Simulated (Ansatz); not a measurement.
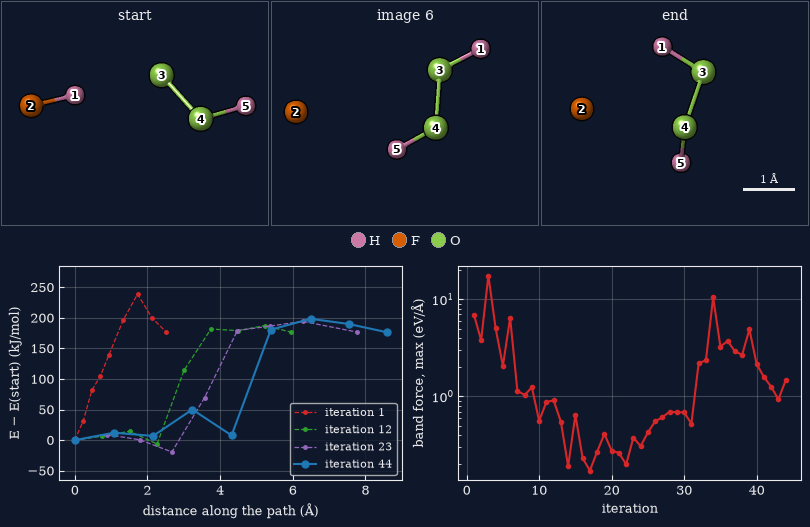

NEB run on H2O2F (multiplicity 2). Images are numbered from 0 (start) to 8 (end). The plot follows the band through its iterations. A ball-and-stick model, seen at a tilt.

Method: UKS BHLYP-D4/def2-SVP in Ansatz 0.2.0.

Input
```yaml
crystal:
  periodic: [false, false, false]
  atoms:
    - { symbol: H, position_ang: [-0.364876, -1.260158, 0.334497] }
    - { symbol: F, position_ang: [-0.28872, -2.119631, 0.656704] }
    - { symbol: O, position_ang: [-0.497301, 0.430471, -0.294272] }
    - { symbol: O, position_ang: [0.638115, 1.027671, -0.174563] }
    - { symbol: H, position_ang: [0.512781, 1.921548, -0.522267] }
magnetization:
  spin_polarized: true
  initial_magnetization: 1
basis:
  gaussian: { orbitals: def2-SVP }
hamiltonian:
  xc: { name: BHLYP }
  dispersion: d4
neb:
  order_check: false
  images: 7
  f_tol: 0.05
  max_iterations: 44
  final_atoms:
    - { symbol: H, position_ang: [-1.05825894, -0.51067573, -0.05924727] }
    - { symbol: F, position_ang: [0.82419215, -1.33674012, 0.49286808] }
    - { symbol: O, position_ang: [-0.94873709, 0.42377532, -0.25885788] }
    - { symbol: O, position_ang: [0.30818774, 0.67036015, 0.2983136] }
    - { symbol: H, position_ang: [0.87461514, 0.75318139, -0.47297753] }
  initial_path:
    images:
      - { positions_ang: [[-0.364876, -1.260158, 0.334497], [-0.28872, -2.119631, 0.656704], [-0.497301, 0.430471, -0.294272], [0.638115, 1.027671, -0.174563], [0.512781, 1.921548, -0.522267]] }
      - { positions_ang: [[-0.38456443, -1.16084766, 0.31842079], [-0.22184022, -2.08084967, 0.60726696], [-0.53844885, 0.40189526, -0.26062382], [0.57193855, 1.04568451, -0.09602214], [0.57291395, 1.79401856, -0.56894278]] }
      - { positions_ang: [[-0.40425285, -1.06153731, 0.30234458], [-0.15496045, -2.04206834, 0.55782991], [-0.5795967, 0.37331951, -0.22697565], [0.5057621, 1.06369801, -0.01748129], [0.6330469, 1.66648913, -0.61561856]] }
      - { positions_ang: [[-0.42394128, -0.96222697, 0.28626837], [-0.08808067, -2.00328701, 0.50839287], [-0.62074454, 0.34474377, -0.19332747], [0.43958564, 1.08171152, 0.06105957], [0.69317985, 1.53895969, -0.66229433]] }
      - { positions_ang: [[-0.44362971, -0.86291662, 0.27019216], [-0.02120089, -1.96450568, 0.45895582], [-0.66189239, 0.31616802, -0.1596793], [0.37340919, 1.09972503, 0.13960042], [0.7533128, 1.41143025, -0.70897011]] }
      - { positions_ang: [[-0.59728702, -0.7748564, 0.18783231], [0.19014737, -1.80756429, 0.46743389], [-0.73360357, 0.34306985, -0.18447394], [0.35710383, 0.99238381, 0.17927872], [0.78363839, 1.24686804, -0.64997197]] }
      - { positions_ang: [[-0.75094433, -0.68679617, 0.10547245], [0.40149563, -1.6506229, 0.47591195], [-0.80531474, 0.36997167, -0.20926859], [0.34079846, 0.88504259, 0.21895701], [0.81396397, 1.08230582, -0.59097382]] }
      - { positions_ang: [[-0.90460163, -0.59873595, 0.02311259], [0.61284389, -1.49368151, 0.48439002], [-0.87702592, 0.39687349, -0.23406323], [0.3244931, 0.77770137, 0.2586353], [0.84428956, 0.9177436, -0.53197568]] }
      - { positions_ang: [[-1.05825894, -0.51067573, -0.05924727], [0.82419215, -1.33674012, 0.49286808], [-0.94873709, 0.42377532, -0.25885788], [0.30818774, 0.67036015, 0.2983136], [0.87461514, 0.75318139, -0.47297753]] }
```

Launched with:
```bash
ansatz run input.yaml --threads 1 --pin off --max-ram 2048MiB --backend cpu --events-out ev --progress --plain --runs-dir out
```

Question: How did the profile develop, and is the result final?

Answer: The result isn't final. The band hadn't converged when the run stopped after 44 iterations. The largest component of the band force went from 7 to 1.5 eV/Å. The barrier read from it is provisional: over the last two iterations the highest image moved from 193.1 kJ/mol to 198.5 kJ/mol. The first iteration put the highest image at 238.8 kJ/mol. Forward barrier 198.5 kJ/mol, backward barrier 21.9 kJ/mol, with image 6 at the top; the reaction energy is +176.6 kJ/mol. The profile has 3 maxima (images 1, 3, 6) with a dip at image 4 (+7.8 kJ/mol), which on an unconverged band is provisional.

Cost: 12 min on 1 thread of Arm Neoverse V1, on a shared host, peak memory 0.12 GiB.
